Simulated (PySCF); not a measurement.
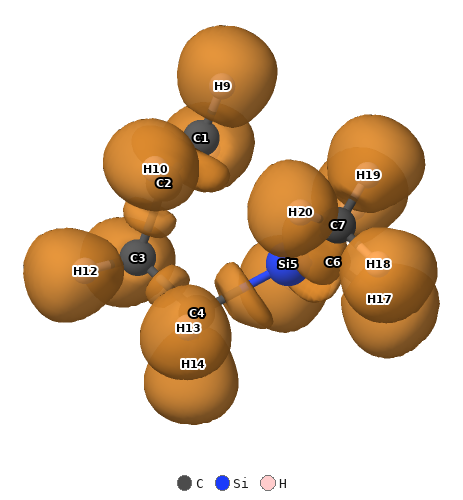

C$_{6}$H$_{13}$Si (SMILES C=CCC[Si+](C)C) (charge +1). Isosurface of the electron localisation function at 0.8 (orange), seen from one side. Only the valence region is drawn (cores and ρ < 0.01 e/Å³ removed).

Geometry: GFN2-xTB, NEB image 0 of 0 to 8.

Theory: PySCF, PBE0/pcSseg-1, SCF density, gas phase, non-relativistic.

```yaml
atoms:
  - { symbol: C, position_ang: [1.6444, -0.5789, 0.9896] }
  - { symbol: C, position_ang: [1.6781, 0.5438, 0.2784] }
  - { symbol: C, position_ang: [1.4965, 0.5823, -1.2072] }
  - { symbol: C, position_ang: [0.0021, 0.8852, -1.4581] }
  - { symbol: Si, position_ang: [-0.9357, -0.0250, -0.0763] }
  - { symbol: C, position_ang: [-1.3088, -1.8638, -0.2776] }
  - { symbol: C, position_ang: [-1.6213, 0.9331, 1.3962] }
  - { symbol: H, position_ang: [1.6402, -1.5489, 0.5207] }
  - { symbol: H, position_ang: [1.7248, -0.5722, 2.0626] }
  - { symbol: H, position_ang: [1.7662, 1.5008, 0.7741] }
  - { symbol: H, position_ang: [1.7612, -0.3815, -1.6417] }
  - { symbol: H, position_ang: [2.1212, 1.3479, -1.6640] }
  - { symbol: H, position_ang: [-0.1695, 1.9632, -1.3964] }
  - { symbol: H, position_ang: [-0.2893, 0.5821, -2.4650] }
  - { symbol: H, position_ang: [-0.7296, -2.3156, -1.0835] }
  - { symbol: H, position_ang: [-1.1000, -2.4220, 0.6347] }
  - { symbol: H, position_ang: [-2.3612, -2.0227, -0.5101] }
  - { symbol: H, position_ang: [-2.6615, 1.2080, 1.2282] }
  - { symbol: H, position_ang: [-1.5931, 0.3401, 2.3097] }
  - { symbol: H, position_ang: [-1.0699, 1.8547, 1.5826] }
```

> Describe the localisation domains.

The surface consists of three regions between bonded C–C atoms (shared pairs), three regions between bonded C–Si atoms (shared pairs) and 13 regions around hydrogen nuclei.

Values along the shortest contacts:
C–C (1.33 Å): the ELF peaks at about 0.95 between the atoms; a short, multiple covalent bond. C–Si (1.89 Å): the ELF peaks at about 0.95 between the atoms, as expected for a shared electron pair.
